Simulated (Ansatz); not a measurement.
CH6Sn···NH3

Input file:

```
crystal:
  periodic: [false, false, false]
  atoms:
    - {symbol: Sn, position_ang: [-1.237570, 0.240578, -0.667133]}
    - {symbol: N, position_ang: [0.640639, -0.830814, 1.786242]}
    - {symbol: H, position_ang: [-2.383735, 0.766235, -1.841501]}
    - {symbol: H, position_ang: [-1.611775, 1.063398, 0.783501]}
    - {symbol: H, position_ang: [-1.471216, -1.441121, -0.473712]}
    - {symbol: H, position_ang: [1.558279, -1.259202, 1.766079]}
    - {symbol: C, position_ang: [0.713541, 0.716772, -1.394952]}
    - {symbol: H, position_ang: [-0.011357, -1.539519, 2.100337]}
    - {symbol: H, position_ang: [0.661215, -0.109224, 2.496726]}
    - {symbol: H, position_ang: [0.798071, 1.791280, -1.559235]}
    - {symbol: H, position_ang: [1.448968, 0.400001, -0.657855]}
    - {symbol: H, position_ang: [0.895039, 0.201516, -2.338497]}
basis:
  gaussian: {orbitals: def2-TZVPP}
hamiltonian: {xc: pbe0, dispersion: d4}
output: {orbitals: {seedname: orbitals}}
```

Command:

```sh
ansatz run in.yaml --threads 4 --pin off --events-out ev --progress --plain --max-ram 9574MiB
```

The product side of a reaction path; geometry: PBE0-D4/def2-TZVP; core potentials replace the inner electrons of Sn.

The calculation used Ansatz 0.2.0, RKS PBE0-D4/def2-TZVPP.

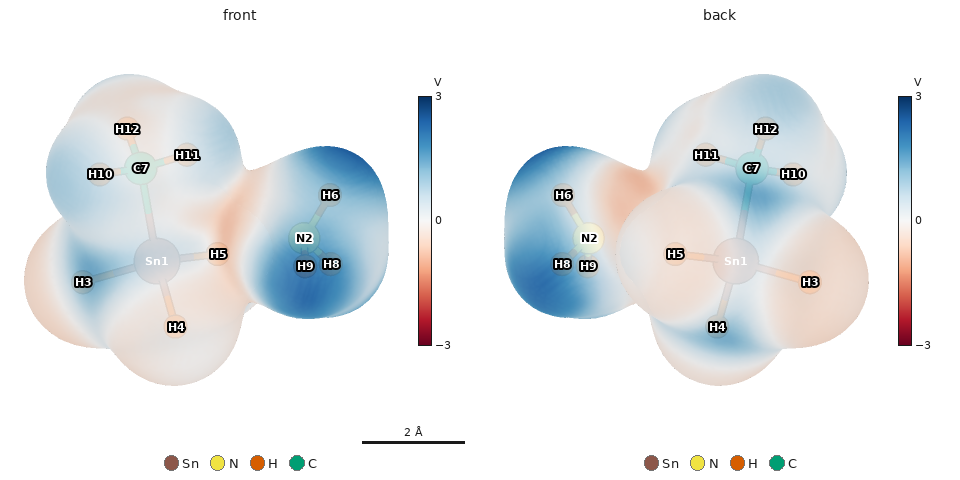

Figure 1. The electrostatic potential painted on the density surface at 0.004 e/bohr³, seen from the front and from behind; the colour scale runs from red (negative) to blue (positive).

Question: Describe the electrostatic potential map.

Answer: The most negative region (about −0.9 V) lies over the gap between the two molecules, near Sn1 and N2, the most positive (about +2.4 V) over H6, H8 and H9.

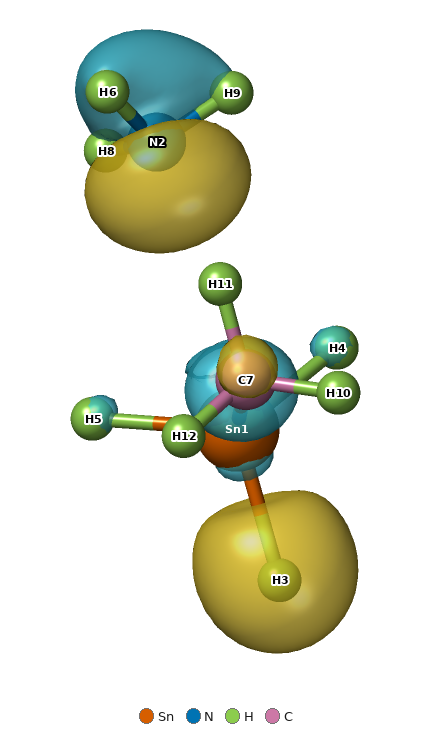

Figure 2. The HOMO at ±0.15 Å⁻³ᐟ² (yellow and cyan are the two phases), seen at an oblique angle.

Question: What is the character of this orbital?

Answer: By Hirshfeld shares it lies mainly on N2 (about 40 %), H3 (about 20 %), Sn1 (about 20 %) and C7 (about 5 %). Its energy is −7.71 eV.

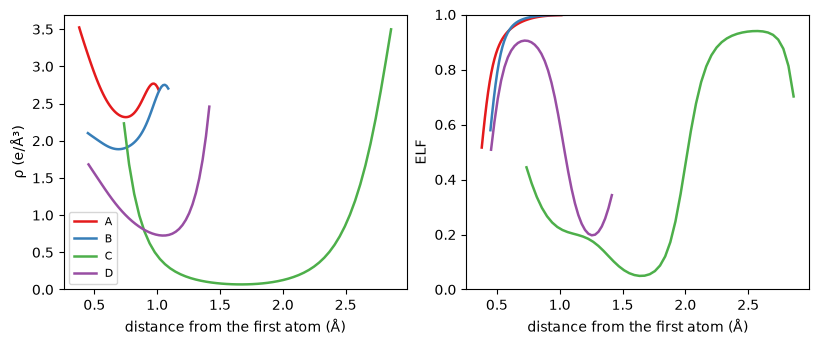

Figure 3. Electron density and electron localisation function along straight lines between neighbouring atoms. The curves leave out the atomic cores.

Question: Which curve belongs to which contact (C–H, C–Sn, N–H and Sn–N)? The first atom named is at distance zero.

Answer: Curve A: N–H (1.01 Å): ρ at the midpoint is about 2.9 e/Å³; the ELF climbs to about 1 towards the hydrogen, as it does in any bond to H (a covalent bond by its length). Curve B: C–H (1.09 Å): ρ at the midpoint is about 2 e/Å³; the ELF climbs to about 1 towards the hydrogen: an ordinary covalent bond to hydrogen. Curve C: Sn1···N2 (3.27 Å): the density falls to about 0.07 e/Å³ on the way; the ELF dips to about 0.05 between them. Curve D: C–Sn (2.14 Å): ρ is about 0.73 e/Å³ halfway; the ELF peaks at about 0.90 in the valence shell of C, 0.7 Å from its nucleus, and drops to about 0.20 between the two atoms.
